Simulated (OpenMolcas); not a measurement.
# One shape, several levels: triplet Si2H3OF

We compute a comparison of 6 runs (UHF/STO-3G, UB3LYP/6-31G*, UBLYP/def2-SVPD, UM06-L/def2-SVPD, USVWN5/def2-SVPD, ROMP2/def2-SVPD) of triplet Si2H3OF. 

The results are computed with OpenMolcas 26.06.

## (1) The molecule

Si2H3OF: 7 atoms, total charge 0, spin state triplet. SMILES of the parent species: `F[Si]O[SiH3]`. The coordinates come from a PBE0-D4/def2-TZVP relaxation. This is one conformer, not always the lowest. That shape belongs to the parent species and isn't relaxed for this state.

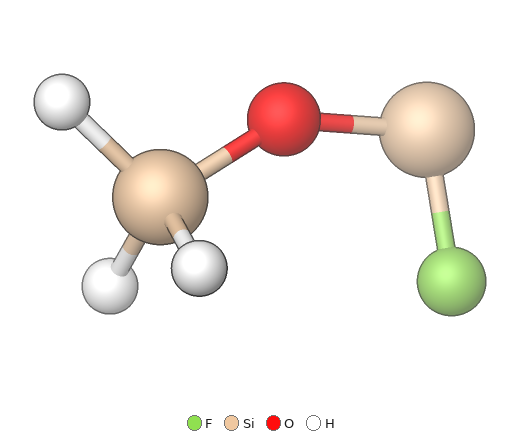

Viewed from a chosen angle; fluorine green, silicon light orange, oxygen red, hydrogen white.

## (2) The energy at UHF/STO-3G (run 1)

Input file job.inp:

```
* FH3OSi2 Hartree-Fock
&GATEWAY
BasLib = $CurrDir
Coord
7
angstrom
F        0.639300      -1.829500       1.608700
Si      -0.428700      -2.165500       0.441500
O       -0.538300      -0.736500      -0.334600
Si      -0.025600       0.837100      -0.406700
H       -0.705100       1.480700      -1.555500
H       -0.385700       1.537800       0.850000
H        1.444000       0.875800      -0.603300
Basis = STO-3G
Group = NoSym
&SEWARD
&SCF
UHF
Spin = 3
Thresholds = 1e-10 1e-07 1e-07 1e-05
PrOrbitals = 1
```

The basis set STO-3G is read from a file made from the Basis Set Exchange's data (not shown).

Command:

```sh
$ export MOLCAS_MEM=1860
$ pymolcas job.inp > job.log
```

Log:

```text
--- Start Module: gateway ---
[...]
--- Stop Module: gateway /rc=_RC_ALL_IS_WELL_ ---
--- Start Module: seward ---
[...]
      Basis functions           31
--- Stop Module: seward /rc=_RC_ALL_IS_WELL_ ---
--- Start Module: scf ---
[...]
       Convergence after  18 Iterations
[...]
::    Total SCF energy                               -744.7555367626
[...]
      Total spin, S                                     1.0018836107
[...]
      Total electronic charge=   48.000000
      Total            charge=   -0.000000
[...]
      Dipole Moment (debye):
      Origin of the operator (angstrom)=   -0.0938   -0.8490    0.2646
                   X= -8.9907E-01               Y= -1.3453E+00               Z= -5.0648E-01           Total=  1.6955E+00
      Quadrupole Moment (debye*angstrom):
[...]
--- Stop Module: scf /rc=_RC_ALL_IS_WELL_ ---
[...]
```

It took 1.7 s on 1 thread of Intel Xeon 6975P-C (Granite Rapids), shared host; peak memory 0.37 GiB.

## (3) The energy at UB3LYP/6-31G(d) (Cartesian functions) (run 2)

job.inp, as its differences from that of step 2:

```diff
@@ -1,2 +1,2 @@
-* FH3OSi2 Hartree-Fock
+* FH3OSi2 Kohn-Sham DFT
 &GATEWAY
@@ -13,5 +13,8 @@
 H        1.444000       0.875800      -0.603300
-Basis = STO-3G
+Basis = 6-31Gs
 Group = NoSym
 &SEWARD
+GridInput
+Grid=UltraFine
+End of Grid
 &SCF
@@ -19,3 +22,4 @@
 Spin = 3
+KSDFT = B3LYP
 Thresholds = 1e-10 1e-07 1e-07 1e-05
-PrOrbitals = 1
+PrOrbitals = 1 2
```

The basis set 6-31G* is read from a file made from the Basis Set Exchange's data (not shown).

Command:

```sh
$ export MOLCAS_MEM=1860
$ pymolcas job.inp > job.log
```

Log:

```text
--- Start Module: gateway ---
[...]
--- Stop Module: gateway /rc=_RC_ALL_IS_WELL_ ---
--- Start Module: seward ---
[...]
      Basis functions           74
--- Stop Module: seward /rc=_RC_ALL_IS_WELL_ ---
[...]
--- Start Module: scf ---
[...]
       Convergence after  19 Iterations
[...]
::    Total KS-DFT energy                            -755.8377212805
[...]
      Total spin, S                                     1.0004897671
[...]
      Total electronic charge=   48.000000
      Total            charge=   -0.000000
[...]
      Dipole Moment (debye):
      Origin of the operator (angstrom)=   -0.0938   -0.8490    0.2646
                   X= -6.8367E-01               Y= -3.6870E-01               Z= -6.7894E-01           Total=  1.0316E+00
      Quadrupole Moment (debye*angstrom):
[...]
--- Stop Module: scf /rc=_RC_ALL_IS_WELL_ ---
[...]
```

Wall time 25 s (1 thread of Intel Xeon 6975P-C (Granite Rapids), shared host); peak memory 0.42 GiB.

Runs 3 to 5 aren't shown in full; the table further down has their settings and results.

## (4) A single-point energy at ROMP2/def2-SVPD (run 6)

Input file coord.xyz:

```xyz
7

F      0.639300    -1.829500     1.608700
Si    -0.428700    -2.165500     0.441500
O     -0.538300    -0.736500    -0.334600
Si    -0.025600     0.837100    -0.406700
H     -0.705100     1.480700    -1.555500
H     -0.385700     1.537800     0.850000
H      1.444000     0.875800    -0.603300
```

Input file job.inp:

```
* FH3OSi2 ROMP2
>>> EXPORT MOLCAS_PRINT=2
&GATEWAY
BasLib
$CurrDir
Coord
coord.xyz
Basis
def2-SVPD
Group
NoSym
&SEWARD
&SCF
UHF
Spin
3
Thresholds
1e-10 1e-07 1e-07 1e-05
PrOrbitals
1 2
&RASSCF
FileOrb
$Project.UnaOrb
Spin
3
Nactel
2 0 0
Inactive
23
Ras2
2
OutOrbitals
Canonical
OrbListing
Nothing
&CASPT2
IPEA
0.0
Frozen
12
```

The basis set def2-SVPD is read from a file made from the Basis Set Exchange's data (not shown).

Command:

```sh
$ export MOLCAS_MEM=1860
$ pymolcas job.inp > job.log
```

Log:

```text
--- Start Module: gateway ---
[...]
--- Stop Module: gateway /rc=_RC_ALL_IS_WELL_ ---
[...]
      Basis functions          118
[...]
       Convergence after  20 Iterations
[...]
::    Total SCF energy                               -753.6374340560
[...]
      Total spin, S                                     1.0008172363
[...]
--- Start Module: rasscf ---
[...]
      Number of active orbitals                  2
[...]
      Spin quantum number                      1.0
[...]
      Active orbitals                            2
[...]
      Number of CSFs                             1
[...]
      Number of root(s) required                 1
[...]
      Convergence after  7 iterations
[...]
      printout of CI-coefficients larger than  0.05 for root  1
      energy=    -753.636404
      conf/sym  11     Coeff  Weight
             1  uu   1.00000 1.00000
      Natural orbitals and occupation numbers for root  1
      sym 1:   1.000000   1.000000
      ************************************************************************************************************************
      *                                                    Final results                                                     *
[...]
::    RASSCF root number  1 Total energy:   -753.63640373
[...]
      Total electronic charge=   48.000000
      Total            charge=   -0.000000
[...]
      Dipole Moment (debye):
      Origin of the operator (angstrom)=   -0.0938   -0.8490    0.2646
                   X= -8.1525E-01               Y= -2.9495E-01               Z= -8.7413E-01           Total=  1.2311E+00
      Quadrupole Moment (debye*angstrom):
[...]
--- Stop Module: rasscf /rc=_RC_ALL_IS_WELL_ ---
[...]
      E2 (Variational):          -0.5520198463
      Total energy:            -754.1884235745
[...]
      Reference weight:           0.85805
[...]
::    CASPT2 Root  1     Total energy:   -754.18842357
[...]
```

It took 30 s on 1 thread of Intel Xeon 6975P-C (Granite Rapids), shared host; peak memory 0.74 GiB.

## (5) Overview of the runs

| run | level | Cartesian functions | integration grid | energy (Eh) | dipole moment (D) | HOMO energy (eV) | ⟨S²⟩ | wall time |
| --- | --- | --- | --- | --- | --- | --- | --- | --- |
| 1 | UHF/STO-3G | no | – | -744.755537 | 1.70 | -3.24 | 2.006 | 1.7 s |
| 2 | UB3LYP/6-31G* (Cartesian functions) | yes | UltraFine | -755.837721 | 1.03 | -4.11 | 2.001 | 25 s |
| 3 | UBLYP/def2-SVPD | no | UltraFine | -755.511702 | 0.92 | -3.42 | 2.001 | 86 s |
| 4 | UM06-L/def2-SVPD | no | UltraFine | -755.506074 | 0.95 | -3.76 | 2.003 | 1.9 min |
| 5 | USVWN5/def2-SVPD | no | UltraFine | -752.039895 | 0.91 | -3.64 | 2.001 | 45 s |
| 6 | ROMP2/def2-SVPD | no | – | -754.188424 | – | – | – | 30 s |

## (6) Results

| quantity | value |
| --- | --- |
| run 6: total energy | -754.18842 Eh |

What this shows: Over runs 1, 2, 3, 4, 5 the dipole moment (its size) runs from 0.91 D (USVWN5/def2-SVPD) to 1.70 D (UHF/STO-3G). The two ends differ in method and basis. Totals of different functionals can't be ranked against each other. In run 1 the basis is minimal, so the values are rough. All runs together took 5 min, the longest 1.9 min.
